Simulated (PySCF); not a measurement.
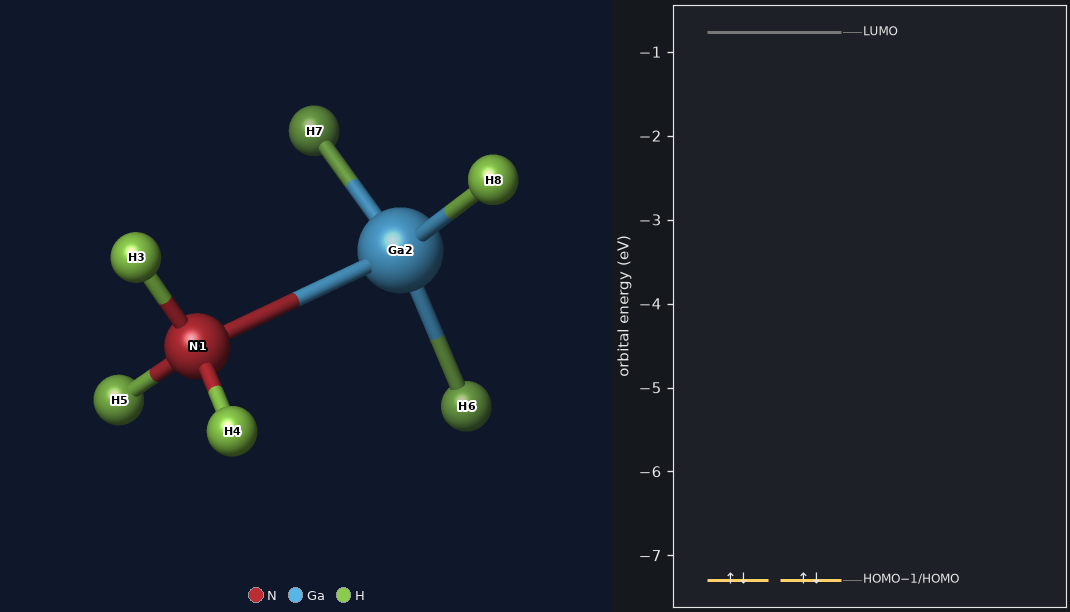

GaNH₆, SMILES [NH3+][GaH3-], singlet. Kohn-Sham orbital energies near the frontier, B3LYP/def2-SVPD in PySCF, at a GFN2-xTB geometry (no frequency check), isolated molecule; empty levels in grey, levels within 0.03 eV side by side.

Q: Where do the frontier orbitals lie?

A: HOMO at −7.29 eV, LUMO at −0.77 eV, 6.52 eV apart.

Q: Is the HOMO or the LUMO degenerate, or nearly so?

A: The HOMO is one of 2 levels that coincide within 0.005 eV and the LUMO stands alone.

Q: List the levels with the atoms that carry most of them (a dash for levels above zero or within 0.03 eV of another, where shares mean little).

A:
```csv
orbital,energy (eV),Löwdin shares
LUMO,−0.77,"Ga2 30 %, N1 17 %, H3/H5 14 % each"
HOMO,−7.29,–
HOMO−1,−7.29,–
```

Known limits of this run: the tight-binding geometry is rougher than a DFT one and adds to the error; empty levels above zero depend strongly on the basis.
